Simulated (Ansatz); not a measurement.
# One shape, several levels: AlNH4SO (SMILES [NH2][Al]([OH])[SH])

Aim: a comparison of 3 runs (HF/3-21G, B2PLYP/STO-3G, B2PLYP/def2-SVP) of AlNH4SO. 

Program for the calculation: Ansatz 0.2.0.

5 further runs of the same task are left out: 1 for a known fault of the program, 2 that didn't finish, 2 set aside as unsound or not needed.

### Step 1. The structure to begin with

AlNH4SO has 8 atoms, charge 0, and is taken as a singlet. SMILES: `[NH2][Al]([OH])[SH]`. The shape is that of a PBE0-D4/def2-TZVP optimisation. This is one conformer, not always the lowest.

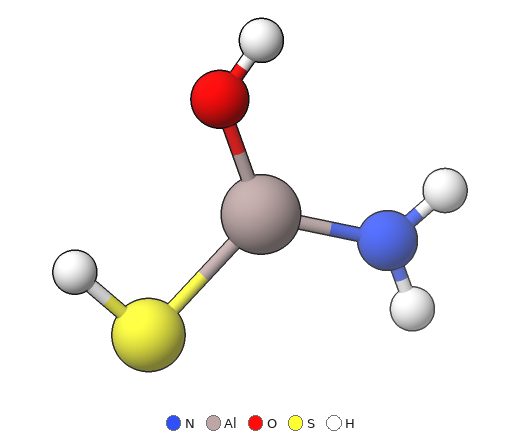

Viewed from a chosen angle; nitrogen blue, aluminium light grey, oxygen red, sulfur yellow, hydrogen white.

### Step 2. Energy and gradient at HF/3-21G (run 1)

Input file job.yaml:

```yaml
crystal:
  periodic: [false, false, false]
  atoms:
    - {symbol: "N", position_ang: [-0.448900, 1.481100, 0.151700]}
    - {symbol: Al, position_ang: [-0.001700, -0.212600, -0.028900]}
    - {symbol: O, position_ang: [1.598400, -0.763100, -0.074000]}
    - {symbol: S, position_ang: [-1.566000, -1.717100, -0.210400]}
    - {symbol: H, position_ang: [0.192800, 2.250800, 0.241800]}
    - {symbol: H, position_ang: [-1.398500, 1.814200, 0.179400]}
    - {symbol: H, position_ang: [2.372300, -0.208400, -0.005300]}
    - {symbol: H, position_ang: [-0.656100, -2.701900, -0.310000]}
basis:
  gaussian:
    orbitals: 3-21G.json
hamiltonian:
  xc: hf
accuracy: high
output: {forces: true, orbitals: {seedname: orbitals}}
```

The basis set 3-21G is read from a file made from the Basis Set Exchange's data (not shown).

Run with:

```sh
$ ansatz run job.yaml --threads 1 --pin off --max-ram 2610MiB --events-out events.jsonl --progress --plain --runs-dir runs
```

The program printed:

```text
Warning: RAYON_NUM_THREADS=1 ignored (pool sized by the plan → 1); use --threads N
Functional definition: HF
  name "HF"
  exchange = exact_x
  correlation = 0
1172 factors; integrals over basis functions are off by at most 7.7e-9 eV
mean field evaluation 1: about -20873.1557 eV, gradient 4.3e1 eV
mean field evaluation 2: about -20873.3398 eV, gradient 4.4e1 eV
mean field evaluation 4: about -20876.9039 eV, gradient 1.9e0 eV
mean field evaluation 8: about -20876.9399 eV, gradient 1.8e-1 eV
mean field evaluation 16: about -20876.9401 eV, gradient 5.0e-8 eV
mean field -20876.94007643 eV, -767.2133969105 hartree, gradient 5.0e-8 eV, S^2 0.000000; 0 other end points of the search recorded, 0 dependent functions left out
the calculation of the forces begins
reference -20876.94007643 eV, -767.2133969105 hartree; 24, 24 occupied and 28, 28 virtual orbitals, 1172 factors
Total energy: -20876.94007643 eV, -767.2133969105 hartree
Atom 0 at    -0.448900     1.481100     0.151700 Å, force     0.025288     0.282040     0.033258 eV/Å
Atom 1 at    -0.001700    -0.212600    -0.028900 Å, force     0.394622     0.876082     0.097143 eV/Å
Atom 2 at     1.598400    -0.763100    -0.074000 Å, force    -0.299649     0.410643     0.043370 eV/Å
Atom 3 at    -1.566000    -1.717100    -0.210400 Å, force    -0.584687    -0.635948    -0.075060 eV/Å
Atom 4 at     0.192800     2.250800     0.241800 Å, force    -0.109909    -0.113039    -0.013548 eV/Å
Atom 5 at    -1.398500     1.814200     0.179400 Å, force     0.151938    -0.063344    -0.005996 eV/Å
Atom 6 at     2.372300    -0.208400    -0.005300 Å, force     0.552906    -0.209819    -0.017717 eV/Å
Atom 7 at    -0.656100    -2.701900    -0.310000 Å, force    -0.130508    -0.546614    -0.061450 eV/Å
Dipole moment:     0.531026     0.696027     0.082584 e Å
```

Run time: 1.8 s. Hardware: 1 thread of Intel Xeon Platinum 8259CL at 2.50GHz (Skylake/Cascade Lake), shared host; peak memory 0.15 GiB.

### Step 3. Energy and gradient at B2PLYP/STO-3G (run 2)

Input file run.yaml:

```yaml
crystal:
  periodic: [false, false, false]
  atoms:
    - {symbol: N, position_ang: [-0.448900, 1.481100, 0.151700]}
    - {symbol: Al, position_ang: [-0.001700, -0.212600, -0.028900]}
    - {symbol: O, position_ang: [1.598400, -0.763100, -0.074000]}
    - {symbol: S, position_ang: [-1.566000, -1.717100, -0.210400]}
    - {symbol: H, position_ang: [0.192800, 2.250800, 0.241800]}
    - {symbol: H, position_ang: [-1.398500, 1.814200, 0.179400]}
    - {symbol: H, position_ang: [2.372300, -0.208400, -0.005300]}
    - {symbol: H, position_ang: [-0.656100, -2.701900, -0.310000]}
basis:
  gaussian:
    orbitals: STO-3G
hamiltonian:
  xc: {name: B2PLYP}
correlation:
  frozen_orbitals: {Al: 5, H: 0, "N": 1, O: 1, S: 5}
accuracy: high
output: {forces: true, orbitals: {seedname: orbitals}}
```

Run with:

```sh
$ ansatz run run.yaml --threads 1 --pin off --max-ram 2610MiB --events-out events.jsonl --progress --plain --runs-dir runs
```

The program printed, shortened:

```text
Warning: RAYON_NUM_THREADS=1 ignored (pool sized by the plan → 1); use --threads N
Functional definition: B2PLYP
  name "B2PLYP"
[...]
628 factors; integrals over basis functions are off by at most 1.9e-8 eV
[...]
mean field -20774.10186470 eV, -763.4341623357 hartree, gradient 2.8e-8 eV, S^2 0.000000; 0 other end points of the search recorded, 0 dependent functions left out
12 core orbitals not correlated: weight in the atoms' cores, before any rotation towards them, 0.999 or more for the frozen orbitals, at most 0.000 for the correlated occupied ones
reference -20774.10188707 eV, -763.4341631577 hartree; 12, 12 occupied and 8, 8 virtual orbitals, 628 factors
second order -4.57958733 eV of doubles, -0.00000000 eV of singles
[...]
Total energy: -20775.33837564 eV, -763.4796032748 hartree
Atom 0 at    -0.448900     1.481100     0.151700 Å, force     0.725378    -2.645101    -0.281654 eV/Å
Atom 1 at    -0.001700    -0.212600    -0.028900 Å, force    -0.249050     0.226713     0.018803 eV/Å
Atom 2 at     1.598400    -0.763100    -0.074000 Å, force    -3.111109    -2.680081    -0.325257 eV/Å
Atom 3 at    -1.566000    -1.717100    -0.210400 Å, force     0.993067     1.178414     0.140609 eV/Å
Atom 4 at     0.192800     2.250800     0.241800 Å, force     0.870497     1.135872     0.132774 eV/Å
Atom 5 at    -1.398500     1.814200     0.179400 Å, force    -1.282777     0.524926     0.045374 eV/Å
Atom 6 at     2.372300    -0.208400    -0.005300 Å, force     1.941527     2.529209     0.297840 eV/Å
Atom 7 at    -0.656100    -2.701900    -0.310000 Å, force     0.112467    -0.269952    -0.028489 eV/Å
Dipole moment:     0.298288     0.399852     0.047622 e Å
```

Wall time 11 s (1 thread of Intel Xeon Platinum 8259CL at 2.50GHz (Skylake/Cascade Lake), shared host); peak memory 0.16 GiB.

### Step 4. Energy and forces at B2PLYP/def2-SVP (run 3)

Input file in.yaml:

```yaml
crystal:
  periodic: [false, false, false]
  atoms:
    - symbol: "N"
      position_ang: [-0.448900, 1.481100, 0.151700]
    - symbol: Al
      position_ang: [-0.001700, -0.212600, -0.028900]
    - symbol: O
      position_ang: [1.598400, -0.763100, -0.074000]
    - symbol: S
      position_ang: [-1.566000, -1.717100, -0.210400]
    - symbol: H
      position_ang: [0.192800, 2.250800, 0.241800]
    - symbol: H
      position_ang: [-1.398500, 1.814200, 0.179400]
    - symbol: H
      position_ang: [2.372300, -0.208400, -0.005300]
    - symbol: H
      position_ang: [-0.656100, -2.701900, -0.310000]
basis:
  gaussian:
    orbitals: def2-SVP
output: {forces: true, orbitals: {seedname: orbitals}}
correlation:
  frozen_orbitals: {Al: 5, H: 0, "N": 1, O: 1, S: 5}
hamiltonian:
  xc: {name: B2PLYP}
accuracy: high
```

Run with:

```sh
$ ansatz run in.yaml --threads 1 --pin off --max-ram 2610MiB --events-out events.jsonl --progress --plain --runs-dir runs
```

The program printed, shortened:

```text
Warning: RAYON_NUM_THREADS=1 ignored (pool sized by the plan → 1); use --threads N
[... 2 set-up lines as earlier in the session ...]
[...]
1792 factors; integrals over basis functions are off by at most 4.9e-8 eV
[...]
mean field -21014.64517997 eV, -772.2739661256 hartree, gradient 1.8e-8 eV, S^2 0.000000; 0 other end points of the search recorded, 0 dependent functions left out
12 core orbitals not correlated: weight in the atoms' cores, before any rotation towards them, 1.000 or more for the frozen orbitals, at most 0.000 for the correlated occupied ones
reference -21014.64520537 eV, -772.2739670592 hartree; 12, 12 occupied and 60, 60 virtual orbitals, 1792 factors
second order -18.23924741 eV of doubles, -0.00000000 eV of singles
[...]
Total energy: -21019.56980217 eV, -772.4549426536 hartree
Atom 0 at    -0.448900     1.481100     0.151700 Å, force     0.068706    -0.195045    -0.019643 eV/Å
Atom 1 at    -0.001700    -0.212600    -0.028900 Å, force    -0.289532    -0.020712    -0.007951 eV/Å
Atom 2 at     1.598400    -0.763100    -0.074000 Å, force     0.145526    -0.200937    -0.019831 eV/Å
Atom 3 at    -1.566000    -1.717100    -0.210400 Å, force    -0.104563    -0.010811    -0.001431 eV/Å
Atom 4 at     0.192800     2.250800     0.241800 Å, force     0.184555     0.294210     0.034138 eV/Å
Atom 5 at    -1.398500     1.814200     0.179400 Å, force    -0.309715     0.145476     0.012864 eV/Å
Atom 6 at     2.372300    -0.208400    -0.005300 Å, force     0.257998     0.085816     0.012016 eV/Å
Atom 7 at    -0.656100    -2.701900    -0.310000 Å, force     0.047026    -0.097996    -0.010162 eV/Å
Dipole moment:     0.323016     0.499079     0.058571 e Å
```

Run time: 27 s. Hardware: 1 thread of Intel Xeon Platinum 8259CL at 2.50GHz (Skylake/Cascade Lake), shared host; peak memory 0.34 GiB.

### Step 5. Overview of the runs

```tsv
run	level	frozen core orbitals	energy (Eh)	dipole moment (D)	HOMO energy (eV)	LUMO energy (eV)	wall time
1	HF/3-21G	–	-767.213397	4.22	-10.14	3.31	1.8 s
2	B2PLYP/STO-3G	12	-763.479603	2.41	-4.30	7.55	11 s
3	B2PLYP/def2-SVP	12	-772.454943	2.87	-8.07	1.08	27 s
```

### Step 6. What came out

| quantity | value |
| --- | --- |
| run 3: total energy | -772.45494 Eh |
| run 3: dipole moment (SCF part) | 2.87 D |
| run 3: HOMO energy (SCF part's orbitals) | -8.07 eV |
| run 3: LUMO energy (SCF part's orbitals) | 1.08 eV |
| run 3: HOMO–LUMO gap (SCF part's orbitals) | 9.16 eV |
| run 3: largest force on an atom | 0.349 eV/Å |

The dipole moment (its size) runs from 2.41 D (B2PLYP/STO-3G) to 4.22 D (HF/3-21G). The two ends differ in method and basis. A double hybrid's value is that of its SCF part. The HOMO–LUMO gap runs from 9.16 eV (B2PLYP/def2-SVP) to 13.45 eV (HF/3-21G). In run 2 the basis is minimal, so the values are rough. All runs together took 40 s, the longest 27 s.
